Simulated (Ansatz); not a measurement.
Base system: ZnCu2SnS4 (space group I-4, No. 82; a = 5.317 Å, c = 10.643 Å). Axes: x, y, z lie along a, b, c of the conventional cell.

Perturbation: the cell is stretched by 0.75 % along x with no lateral relaxation; the atoms relax in the strained cell.

The values are results of Ansatz (a program for electronic structure), LDA, PAW, cutoff 420 eV, no spin-orbit coupling, not measurements.

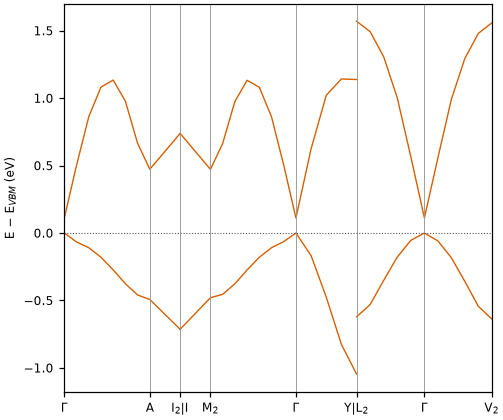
Figure. Highest valence and lowest conduction band along the path of the changed cell's own zone

Read the changed gap and its character from the plot.

About 0.11 eV, direct at Γ.

No phonon test of stability was made. The final runs are not spin-polarised. The zero or small gap of ZnCu2SnS4 can change with the level of theory. Labels are those of the standard path for the cell's own space group.
